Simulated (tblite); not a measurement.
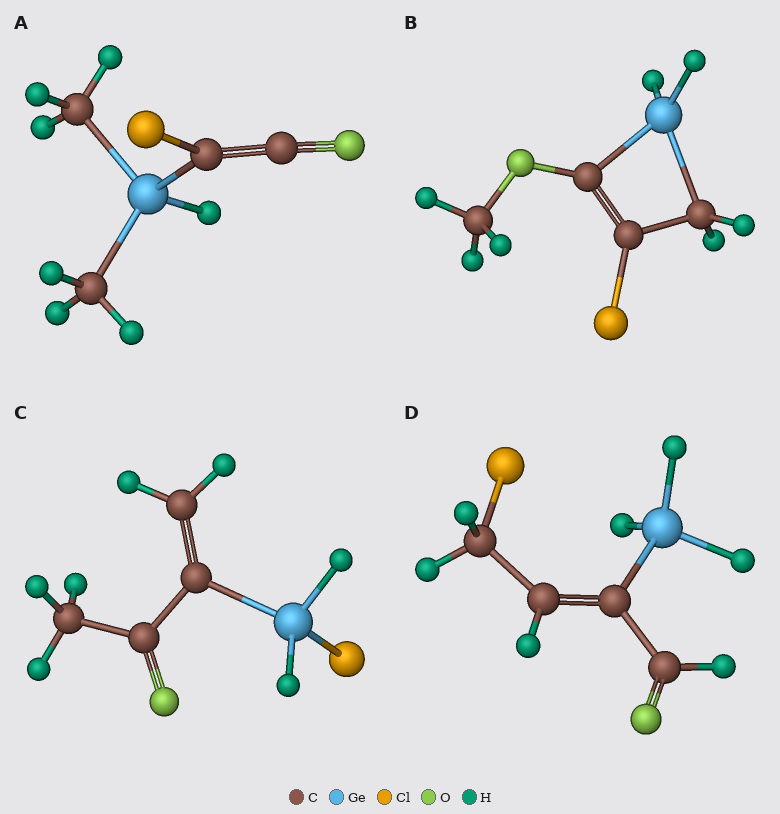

Source: calculation with tblite.

Which panel belongs to which SMILES?
(1) O=C/[C]([GeH3])=C/CCl
(2) C=[C]([GeH2][Cl])C(C)=O
(3) CO[C]1=C(Cl)[CH2][GeH2]1
(4) [CH3][GeH]([CH3])[C](Cl)=C=O

Answer. A is (4), B is (3), C is (2), D is (1).
